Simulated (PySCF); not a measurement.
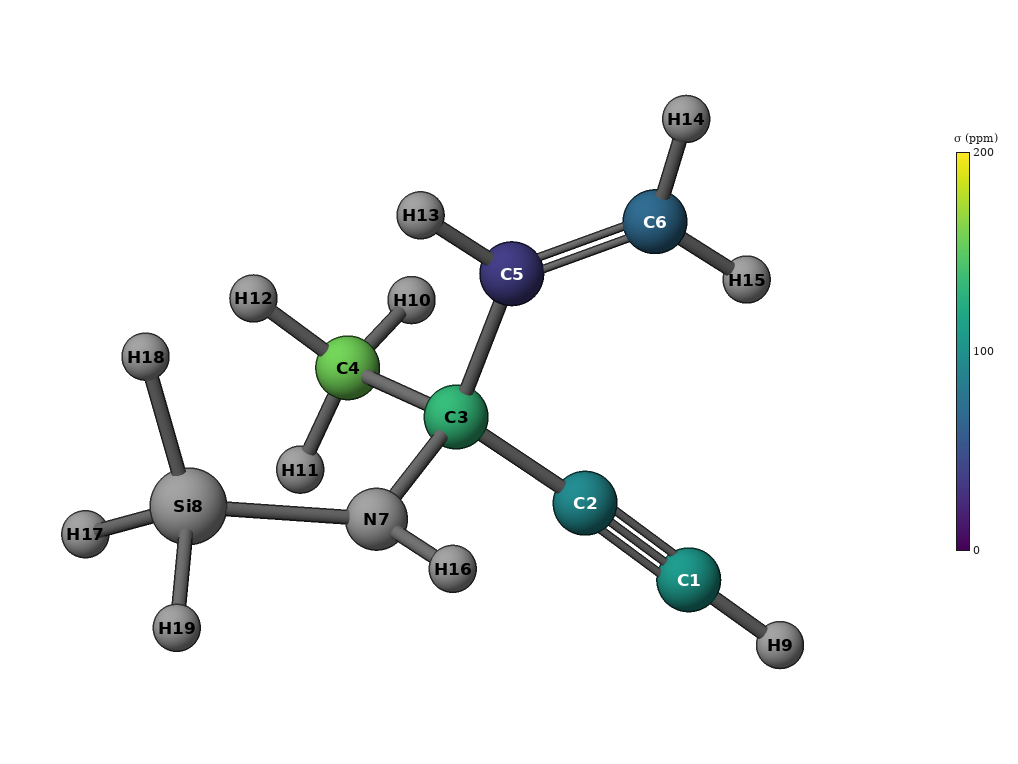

Atoms are coloured by their isotropic NMR shieldings (C only, the others grey). The computed structure is the end point of a GFN2-xTB optimisation. No frequency run is at hand to confirm it as a minimum. Properties computed with GIAO PBE0/pcSseg-1 NMR shielding, non-relativistic, gas phase (PySCF 2.14.0).

Give the isotropic NMR shieldings of the C atoms atom by atom.

```tsv
atom	σ (ppm)
C1	106.9
C2	94.3
C3	133.6
C4	156.7
C5	35.9
C6	68.4
```

The geometry is semi-empirical. Around Si such bond lengths and angles can be off by a tenth of an ångström or more and by several degrees, and values that hang on the shape move with them.
